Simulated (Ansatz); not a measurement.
ScAl₅ (6 atoms in the cell), run with Ansatz.

```
crystal:
  lattice:
    - [2.0412915172, -6.1660544765, 0.0]
    - [2.0412915172, 6.1660544765, 0.0]
    - [0.0, 0.0, 4.09543278]
  atoms:
    - { symbol: Sc, position: [0.5, 0.5, 0.5] }
    - { symbol: Al, position: [0.0, 0.0, 0.0] }
    - { symbol: Al, position: [0.3301036908, 0.6698963092, 0.0] }
    - { symbol: Al, position: [0.6698963092, 0.3301036908, 0.0] }
    - { symbol: Al, position: [0.830779407, 0.169220593, 0.5] }
    - { symbol: Al, position: [0.169220593, 0.830779407, 0.5] }
basis:
  ecutwfc: 420
kpoints:
  mp_grid: { grid: [10, 10, 10] }
hamiltonian:
  xc: pbe
  hubbard: { sites: [{ species: Sc, l: d, u_eff: 8.0 }], double_counting: amf }
scf:
  occupations: { method: gaussian, width: 0.1 }
  mixing: { preconditioner: ldos }
output:
  forces: true
  eigenvalues: true
  stress: true
```

Command:
```bash
ansatz run input.yaml --threads 1 --pin off --max-ram 2560MiB --backend cpu --events-out ev --progress --plain --runs-dir out
```

### What does the convergence history look like?

Converged, in 36 iterations. Up to iteration 31 density mixing fails to converge: after 3 sharp jumps up on the way, the residual stalls around 2 × 10⁻³ from about step 21 on. After iteration 31 the program gave up density mixing and went on by direct minimisation of the free energy, which closed the SCF.

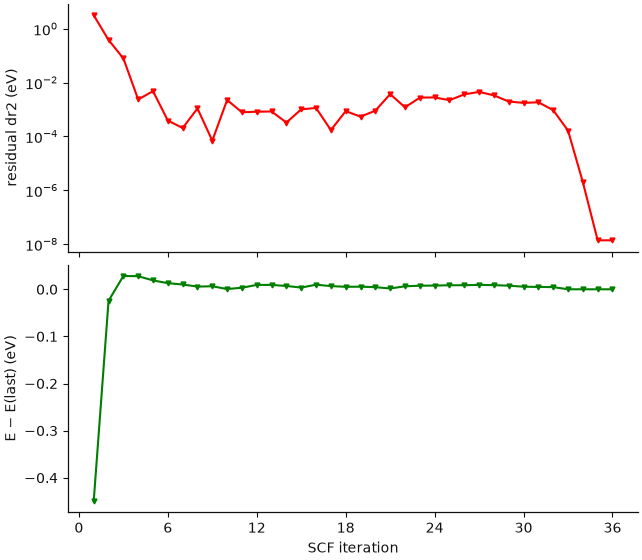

SCF iterations of a calculation: density residual dr2, Harris–Foulkes energy less its last value.
